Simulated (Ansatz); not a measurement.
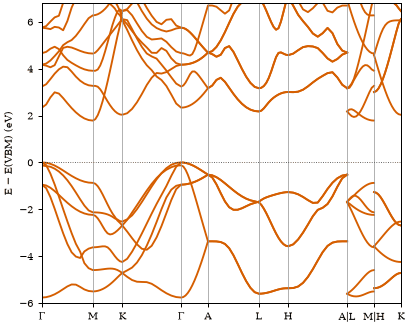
Figure. Band structure from plane-wave PAW LDA (Ansatz code)

Question: Read off the gap and where the band edges lie.

Answer: About 1.8 eV (1.79 eV by a search for the band edges); maximum at Γ, minimum at M.

The material is AlP (wurtzite, P6_3mc).

The workflow started from a Materials Project entry (that database holds measured and hypothetical structures alike); the Crystallography Open Database copy checked does not list it. It is not the phase usual at ambient conditions (space group No. 216). The LDA relaxation kept the symmetry of its start; phonons on a q-mesh show no instability.

Potentials: the later of the program's two PAW sets.
